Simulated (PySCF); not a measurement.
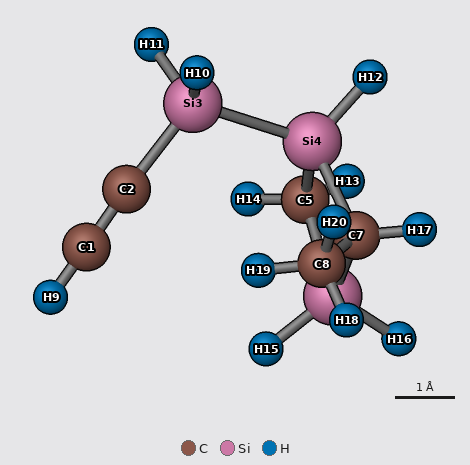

*The input geometry (ball-and-stick view, seen at a tilt; atoms are numbered from 1 in the order of the input).*

Bond lengths as drawn: C–C 1.20 to 1.52 Å, C–H 1.05 to 1.09 Å, C–Si 1.85 to 1.94 Å, H–Si 1.46 to 1.48 Å and Si–Si 2.31 Å.

**NMR shielding calculation of C$_{5}$H$_{12}$Si$_{3}$**

System: C$_{5}$H$_{12}$Si$_{3}$.
Method: GIAO PBE0/pcSseg-1 NMR shielding, non-relativistic, gas phase (PySCF 2.14.0).

The geometry comes from this level: GFN2-xTB. Figures and captions count atoms from 1; the log counts them from 0 in places.

**The program's output**
```
coarse grid: 17744 points
cycle   1  E = -1065.3577364057  dE =  5.964e-01  |g| = 5.929e-01  |ddm| = 4.098e+00
cycle   2  E = -1065.2912598705  dE =  6.648e-02  |g| = 7.549e-01  |ddm| = 1.437e+00
cycle   3  E = -1065.4489077285  dE = -1.576e-01  |g| = 9.426e-02  |ddm| = 9.184e-01
cycle   4  E = -1065.4505979161  dE = -1.690e-03  |g| = 5.147e-02  |ddm| = 1.273e-01
cycle   5  E = -1065.4511564978  dE = -5.586e-04  |g| = 2.316e-02  |ddm| = 5.105e-02
cycle   6  E = -1065.4512947785  dE = -1.383e-04  |g| = 3.469e-03  |ddm| = 2.078e-02
cycle   7  E = -1065.4512978967  dE = -3.118e-06  |g| = 8.055e-04  |ddm| = 4.538e-03
final grid: 156288 points
cycle   8  E = -1065.4994467082  dE = -3.075e-05  |g| = 7.700e-03  |ddm| = 3.012e-02
cycle   9  E = -1065.4994357432  dE =  1.097e-05  |g| = 9.892e-03  |ddm| = 1.773e-02
cycle  10  E = -1065.4994621245  dE = -2.638e-05  |g| = 8.923e-04  |ddm| = 1.086e-02
cycle  11  E = -1065.4994622882  dE = -1.637e-07  |g| = 3.615e-04  |ddm| = 1.125e-03
cycle  12  E = -1065.4994623148  dE = -2.656e-08  |g| = 1.611e-04  |ddm| = 3.377e-04
cycle  13  E = -1065.4994623212  dE = -6.446e-09  |g| = 3.600e-05  |ddm| = 1.342e-04
cycle  14  E = -1065.4994623215  dE = -3.051e-10  |g| = 7.246e-06  |ddm| = 4.212e-05
```

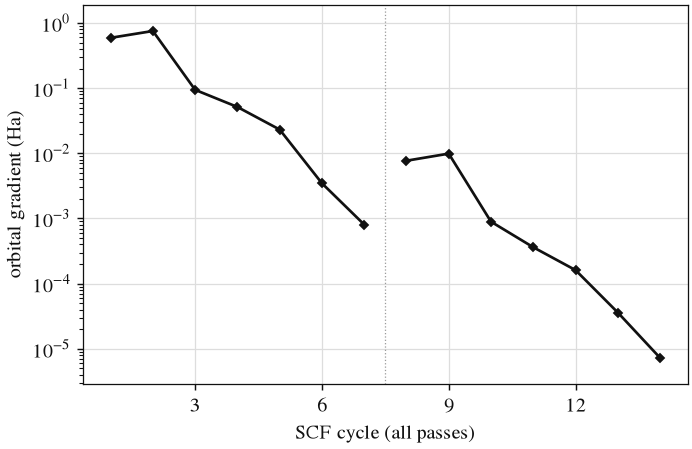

*Convergence of the self-consistent field: orbital gradient against the SCF cycle. The dotted line marks the change from a coarse to the final integration grid.*

The first 7 cycles use a coarse grid, the final grid takes over at cycle 8, and the field converges after 14 cycles in all.

```
converged SCF energy = -1065.4994623215

GIAO shielding tensors (ppm)
atom      isotropic    diamagn.    paramagn.     s11        s22        s33       span
  0 C       79.518     260.207    -180.688     -6.042     -2.639    247.236    253.278
  1 C      101.552     262.627    -161.075      5.604     11.429    287.622    282.018
  2 Si     450.883     880.652    -429.769    432.382    455.445    464.822     32.440
  3 Si     377.481     881.789    -504.308    333.967    371.137    427.338     93.371
  4 C      196.163     258.909     -62.745    181.093    203.639    203.758     22.665
  5 Si     371.585     881.865    -510.280    337.628    353.794    423.333     85.706
  6 C      172.448     258.498     -86.050    145.876    182.547    188.920     43.045
  7 C      170.171     245.841     -75.670    158.968    167.086    184.459     25.491
  8 H       29.631      33.052      -3.420     24.195     24.956     39.743     15.547
  9 H       27.292      28.051      -0.759     24.097     25.028     32.751      8.654
 10 H       27.382      27.468      -0.086     23.682     25.367     33.097      9.415
 11 H       26.603      30.293      -3.690     23.928     24.156     31.725      7.798
 12 H       31.048      30.678       0.371     27.038     27.216     38.890     11.852
 13 H       31.192      32.621      -1.429     26.425     28.774     38.377     11.952
 14 H       26.929      31.511      -4.582     24.670     25.454     30.665      5.995
 15 H       26.691      30.507      -3.817     23.323     24.232     32.517      9.194
 16 H       29.939      32.342      -2.404     25.740     29.235     34.842      9.102
 17 H       30.447      29.790       0.657     25.335     27.911     38.096     12.761
 18 H       29.635      32.366      -2.731     24.447     29.702     34.755     10.308
 19 H       30.421      30.335       0.086     26.408     27.497     37.358     10.949
```

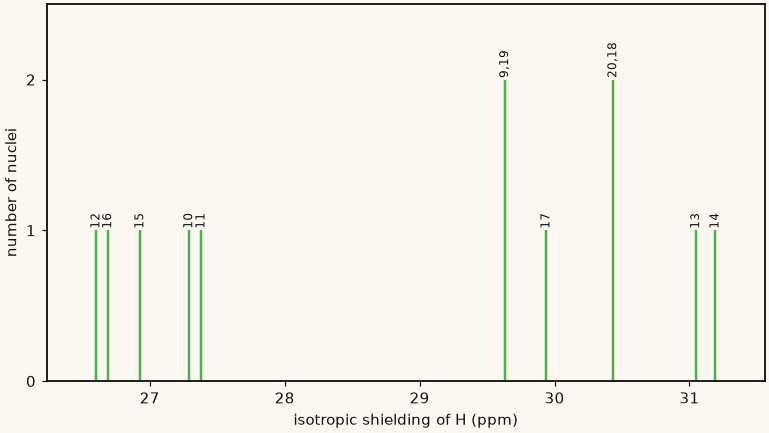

*Isotropic shieldings of the hydrogen nuclei in this fixed geometry, labelled by atom number; shielding grows to the right, so chemical shift grows to the left.*

The least shielded is H12 (26.6 ppm), the most shielded H14 (31.2 ppm).

This output came from the following input.

**Input file**
```
{"job": {"kind": "nmr", "xc": "PBE0", "basis": "pcSseg-1"}, "charge": 0, "multiplicity": 1}
C      2.187501    -1.712492     1.611654
C      2.234321    -0.715297     0.940868
Si     2.210589     0.809787    -0.109751
Si     0.021666     1.402964    -0.550684
C     -1.102459     1.500315     1.010787
Si    -2.027675    -0.109734     0.543450
C     -1.110061    -0.050699    -1.147352
C     -0.431176    -1.328482    -1.621843
H      2.164270    -2.586027     2.198884
H      2.999497     0.481332    -1.306945
H      2.966384     1.821530     0.645216
H     -0.101348     2.600898    -1.407686
H     -1.745116     2.376949     1.034065
H     -0.581659     1.474340     1.964670
H     -1.640624    -1.257862     1.364084
H     -3.488851    -0.013327     0.478386
H     -1.784250     0.283248    -1.940727
H     -1.167280    -2.105945    -1.826294
H      0.255340    -1.705352    -0.865852
H      0.135784    -1.155468    -2.536747
```

The first line tells a small driver script what to run in PySCF; the rest is the geometry in Å.

Command:
```bash
OMP_NUM_THREADS=1 python <driver script> task.json out
```

**Summary**

```csv
quantity,value
outcome,converged
total energy,−1065.499462 hartree
HOMO,−7.42 eV
LUMO,−0.56 eV
dipole moment,0.54 D
"isotropic shielding, C",79.5 to 196.2 ppm
"isotropic shielding, Si",371.6 to 450.9 ppm
"isotropic shielding, H",26.6 to 31.2 ppm
hardware,"1 CPU thread, shared host"
wall time,84 s
peak memory,0.99 GiB
```
